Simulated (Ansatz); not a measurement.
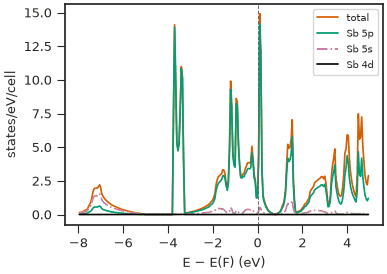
Figure. Total and projected density of states of Sb in space group I4_132 (No. 214; Sb on 8a), plane-wave PAW r²SCAN (Ansatz code)

Q: Which orbitals carry the states next to the Fermi level?

A: Within 0.5 eV of the Fermi level: Sb 5p 92 %, Sb 5s 7 %. Projections are on Löwdin-orthogonalised atomic valence shells; empty p or d shells of many metals are not among them.

Q: Where is the tallest occupied peak in this window, and what makes it?

A: Near -3.7 eV, about 14 states/eV per cell; the largest projected share is Sb 5p.

The start of the workflow was typed in or built on a structure type; neither database checked (COD, Materials Project) lists it. It is not the phase usual at ambient conditions (space group No. 166). The cell was relaxed with r²SCAN under the symmetry of its start; whether a distortion lowers the energy is not shown. The volume moved by 66 % from the start of the relaxation. Spin–orbit coupling is left out wherever it is not named.

Potentials: the earlier of the program's two PAW sets.
